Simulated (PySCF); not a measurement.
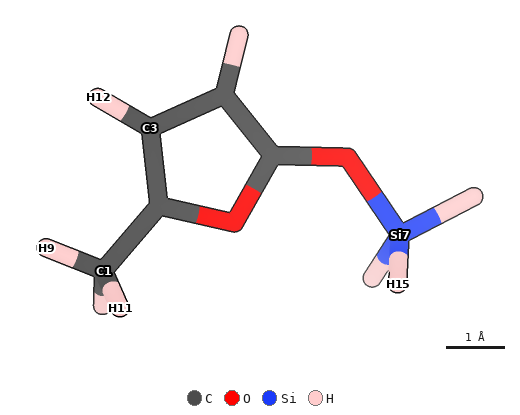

**Figure 1.** The structure (stick view, seen at a tilt; atoms are numbered from 1 in the order of the input). Bond lengths as drawn: C–C 1.36 to 1.49 Å, C–H 1.07 to 1.09 Å, C–O 1.32 to 1.36 Å, H–Si 1.45 to 1.46 Å and O–Si 1.64 Å.

Spin–spin coupling calculation, with input and output: C$_{5}$H$_{8}$O$_{2}$Si

- system: C$_{5}$H$_{8}$O$_{2}$Si, SMILES Cc1ccc(O[SiH3])o1
- method: SCAN/def2-SVP indirect spin-spin coupling, non-relativistic, gas phase (PySCF 2.14.0)

The run did not end well. The geometry comes from this level: GFN2-xTB.

Input file:
```
{"job": {"kind": "j", "xc": "SCAN", "basis": "def2-SVP", "scf": {"guess": "1e", "level_shift": 2.0, "max_cycle": 64}}, "charge": 0, "multiplicity": 1}
C     -2.445390    -0.812107    -0.240729
C     -1.311307     0.138900    -0.105636
C     -1.258286     1.494806    -0.047419
C      0.112046     1.852498     0.083950
C      0.793637     0.676370     0.096960
O      2.091821     0.431868     0.199033
Si     2.800873    -1.048968     0.193384
O     -0.048642    -0.371491    -0.016672
H     -3.375429    -0.257368    -0.316468
H     -2.323451    -1.428788    -1.130447
H     -2.493708    -1.475065     0.622450
H     -2.088891     2.169012    -0.091841
H      0.528221     2.834787     0.157149
H      4.177696    -0.604944     0.336267
H      2.311969    -1.851543     1.314157
H      2.521243    -1.739021    -1.065549
```

The first line tells a small driver script what to run in PySCF; the rest is the geometry in Å.

Run on 1 CPU thread, shared host.

Launched with:
```bash
OMP_NUM_THREADS=1 python <driver script> task.json out
```

Log:
```
final grid: 133360 points
cycle   1  E = -501.8579199794  dE =  4.101e+01  |g| = 1.267e+01  |ddm| = 1.535e+02
cycle   2  E = -501.7229550249  dE =  1.350e-01  |g| = 2.701e+01  |ddm| = 1.579e+02
cycle   3  E = -529.3133189357  dE = -2.759e+01  |g| = 1.891e+01  |ddm| = 1.127e+01
cycle   4  E = -553.2857914074  dE = -2.397e+01  |g| = 1.432e+01  |ddm| = 1.427e+01
cycle   5  E = -573.9949771719  dE = -2.071e+01  |g| = 1.300e+01  |ddm| = 1.276e+01
cycle   6  E = -588.4172383140  dE = -1.442e+01  |g| = 1.112e+01  |ddm| = 1.116e+01
cycle   7  E = -602.0687217305  dE = -1.365e+01  |g| = 8.794e+00  |ddm| = 1.512e+01
cycle   8  E = -611.6809496072  dE = -9.612e+00  |g| = 7.138e+00  |ddm| = 1.299e+01
cycle   9  E = -617.9110299448  dE = -6.230e+00  |g| = 5.681e+00  |ddm| = 1.156e+01
cycle  10  E = -612.4852177899  dE =  5.426e+00  |g| = 7.892e+00  |ddm| = 3.408e+01
[... 44 cycles left out ...]
cycle  55  E = -634.8163996069  dE = -6.444e-06  |g| = 5.883e-03  |ddm| = 3.150e-03
cycle  56  E = -634.8164055676  dE = -5.961e-06  |g| = 5.228e-03  |ddm| = 2.829e-03
cycle  57  E = -634.8164099255  dE = -4.358e-06  |g| = 4.838e-03  |ddm| = 2.468e-03
cycle  58  E = -634.8164134807  dE = -3.555e-06  |g| = 4.488e-03  |ddm| = 2.185e-03
cycle  59  E = -634.8164162456  dE = -2.765e-06  |g| = 4.243e-03  |ddm| = 1.946e-03
cycle  60  E = -634.8164185889  dE = -2.343e-06  |g| = 3.987e-03  |ddm| = 1.720e-03
cycle  61  E = -634.8164207562  dE = -2.167e-06  |g| = 3.625e-03  |ddm| = 1.554e-03
cycle  62  E = -634.8164225432  dE = -1.787e-06  |g| = 3.307e-03  |ddm| = 1.396e-03
cycle  63  E = -634.8164240147  dE = -1.471e-06  |g| = 3.037e-03  |ddm| = 1.243e-03
cycle  64  E = -634.8164252026  dE = -1.188e-06  |g| = 2.809e-03  |ddm| = 1.113e-03
SCF not converged, last energy = -634.8164252026
```

What the run reported:

| quantity | value |
| --- | --- |
| outcome | not converged |
| total energy | −634.816425 hartree |
| HOMO | −4.82 eV |
| LUMO | 54.39 eV |
| dipole moment | 1.06 D |
| wall time | 1.9 min |
| peak memory | 0.5 GiB |

Diagnosis:

Some settings of this run were drawn to be unusual or wrong. The run did not converge. At least one of its steps failed, so the values that rest on that step are not results.
